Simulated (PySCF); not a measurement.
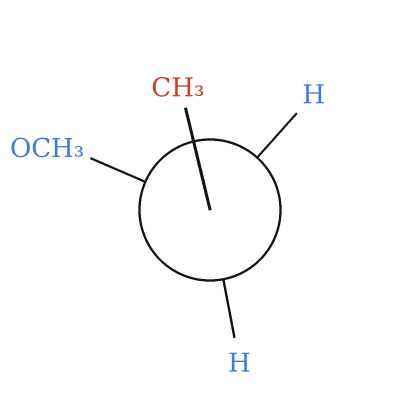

A Newman projection along the O–C bond, oxygen in front; angles are drawn as computed, but eclipsed bonds slightly apart. Geometry: a frame of a GFN2-xTB molecular-dynamics simulation, not a minimum.

Question: Which molecule is it?

Answer: C3H8O2, COCOC

Question: What is the torsion angle from the front CH3 to the back OCH3? The sign is positive where the front bond must turn clockwise to cover the back bond.

Answer: −53°, synclinal (gauche).
